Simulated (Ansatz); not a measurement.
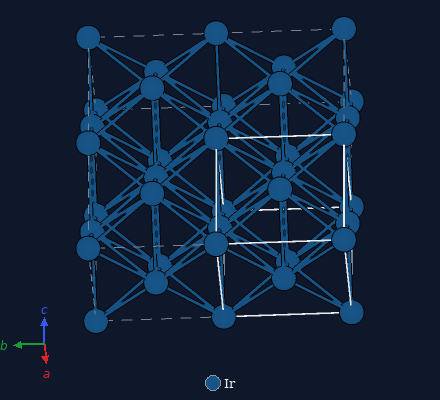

The structure; the drawing may span several cells.

Given this structure, the input geometry of an electronic-structure calculation (not necessarily at equilibrium), written in its standard cell:

```cif
data_structure
_symmetry_space_group_name_H-M 'P 1'
_symmetry_Int_Tables_number 1
_cell_length_a 3.8400
_cell_length_b 3.8400
_cell_length_c 3.8400
_cell_angle_alpha 90.000
_cell_angle_beta 90.000
_cell_angle_gamma 90.000
_cell_volume 56.62
loop_
_atom_site_label
_atom_site_type_symbol
_atom_site_fract_x
_atom_site_fract_y
_atom_site_fract_z
_atom_site_occupancy
Ir1 Ir 0.00000 0.00000 0.00000 1
Ir2 Ir 0.00000 0.50000 0.50000 1
Ir3 Ir 0.50000 0.00000 0.50000 1
Ir4 Ir 0.50000 0.50000 0.00000 1
```

> What does the kinematic electron diffraction pattern along [110] look like at 120 kV (B = 1 Å²)?

The spots form a centred rectangular net with both shortest vectors at d = 2.22 Å, 70.5° apart. They are -1 1 -1 and -1 1 1. The pattern has symmetry 2mm. The lattice centring (F) removes all reflections that break h + k = 2n, h + l = 2n.

Strongest reflections with d > 0.80 Å, one of each family (|F|² from tabulated Gaussian fits of the electron scattering factors, times a small damping for the curvature of the Ewald sphere):

| hkl | d (Å) | I (strongest = 100) |
| --- | --- | --- |
| 1 -1 1 | 2.217 | 100 |
| 0 0 2 | 1.920 | 77 |
| 2 -2 0 | 1.358 | 35 |
| 1 -1 3 | 1.158 | 23 |
| 2 -2 2 | 1.109 | 20 |
| 0 0 4 | 0.960 | 12 |

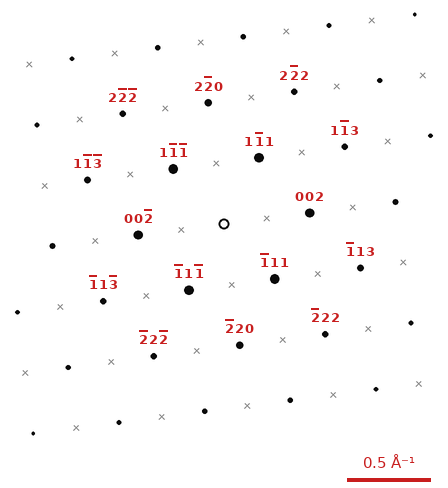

Calculated pattern, seen from the source side with [110] pointing towards the source; crosses mark the places of extinct reflections.
